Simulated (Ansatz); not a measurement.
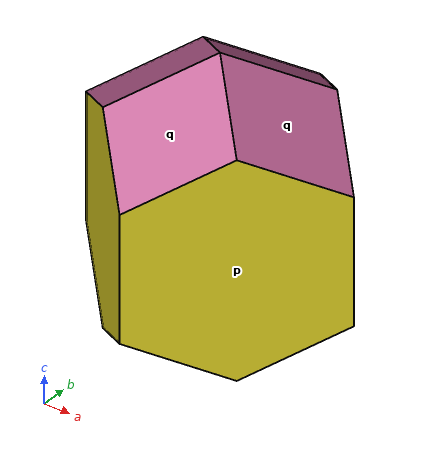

BFDH (Bravais–Friedel–Donnay–Harker) growth shape, computed from the cell and space group alone: each face lies at a distance from the centre proportional to 1/d(hkl), with d taken for the first order that the space group does not extinguish. It ignores bonding, solvent and kinetics. Faces of one form share a colour. Cell of TiO2: space group P4_2/mnm (No. 136), a = 4.590 Å, b = 4.590 Å, c = 2.960 Å, α = 90.00°, β = 90.00°, γ = 90.00°. Geometry: the structure of a calculation's input, shown in its standard cell. Forms under 0.4 % of the area are left out.

Give the Miller indices of each colour.

Answer. yellow (p): {110} (d = 3.25 Å, 59 % of the area); pink (q): {101} (d = 2.49 Å, 41 % of the area).
